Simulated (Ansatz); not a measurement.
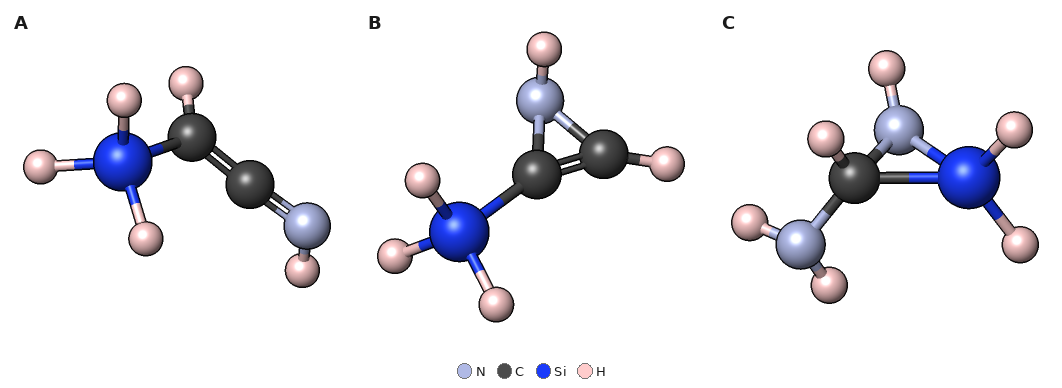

Figure made from data computed with Ansatz.

Match each picture to its SMILES.
(1) N[C@@H]1N[SiH2]1
(2) [SiH3]C1=CN1
(3) N=C=C[SiH3]

A is (3), B is (2), C is (1).
